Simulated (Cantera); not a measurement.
Charge: 1 mol Pb, 0.35 mol CO, 15 mol H₂, equilibrated at 0.133 bar.

These are equilibrium values from Cantera (NASA tables, ideal gas, pure condensed phases), not measurements of a reactor. Candidate condensed phases: C, C₆H₆, C₇H₈, C₈H₁₈, H₂O, Pb, PbO, PbO₂, Pb₃O₄; 113 gas species. Rates play no part.

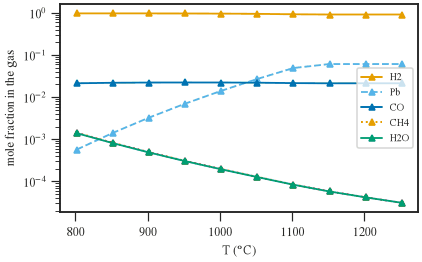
Figure: Equilibrium gas composition (values under 1e-9 drawn at 1e-9)

Task: Read off the mole fractions at 1202 °C.

Result: H₂ about 0.92, Pb about 0.061, CO about 0.021, CH₄ about 4.2e-5, H₂O about 4.2e-5.
